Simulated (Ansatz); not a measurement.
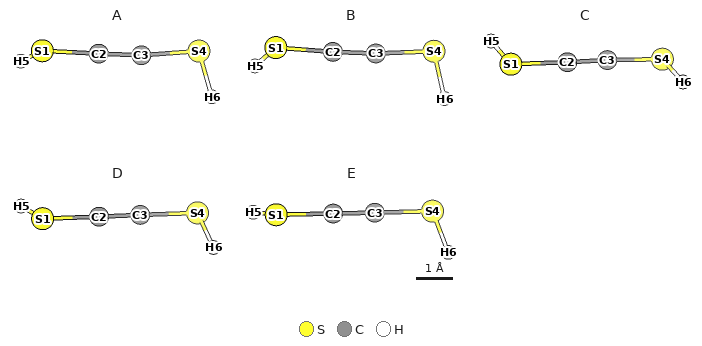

5 geometries from one relaxation of C2H2S2, in shuffled order. The picture is a ball-and-stick view, seen from a free direction.

The run prepares the start of a later molecular dynamics calculation, from a guessed geometry.

Method: RKS BLYP-D4/def2-SVP (Ansatz). (no spin polarisation; force threshold 0.02 eV/Å; at most 40 steps)

Q: Put them in the order of the run, from the start to the converged end.

A: C, D, E, B, A. They are steps 0, 2, 3, 5, 11, at +0.454 eV, +0.181 eV, +0.110 eV, +0.035 eV relative to the last. After 10 accepted moves (11 points after the start) the energy has fallen by 0.454 eV. Largest force component: 3.7 eV/Å at the start, 0.0082 eV/Å at the end. The line search rejected the trial step at point 6 of the run. The atom that moves furthest after the best rigid fit is H6 (0.61 Å). By element the largest moves are H 0.61 Å, S 0.39 Å, C 0.28 Å. Among the contacts that change: S4–H6 1.297 → 1.375 Å, C3–S4 1.627 → 1.690 Å, C2–C3 1.210 → 1.237 Å, S1–C2 1.714 → 1.690 Å. Bond angles that change, for instance: S1–C2–C3 178.8° → 173.0°, C3–S4–H6 103.5° → 98.8°, C2–S1–H5 95.7° → 98.8°.
